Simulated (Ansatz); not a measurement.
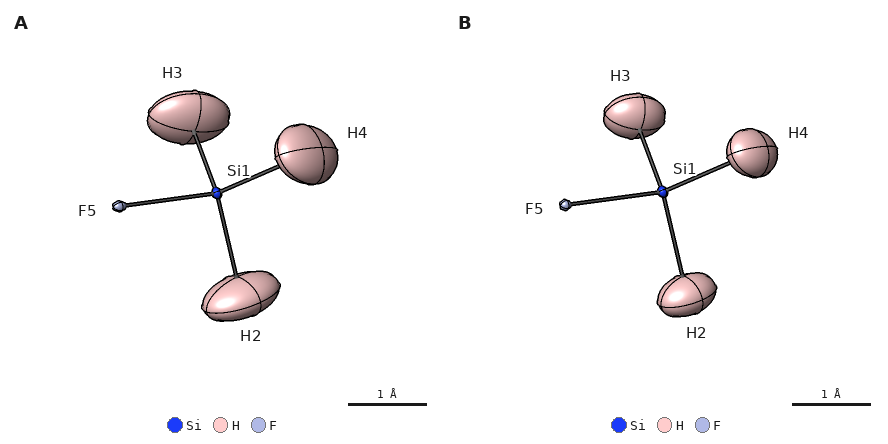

Displacement ellipsoids at the 50 % level, scaled by 2, from the internal vibrations of the free molecule (harmonic, no overall translation or rotation; no half-axis is drawn under 0.075 Å). Vibrations computed with RKS PBE0-D4/def2-TZVP (Ansatz 0.2.0). One panel is for 0 K (zero-point motion alone), the other for 900 K.

Which panel is for 900 K?

Answer. A.

How much does the mean-square displacement of H4 grow, and why?

Answer. U_eq goes from 0.0123 to 0.0195 Å², a factor of 1.6. The lowest modes (from 722 cm⁻¹) begin to be excited.
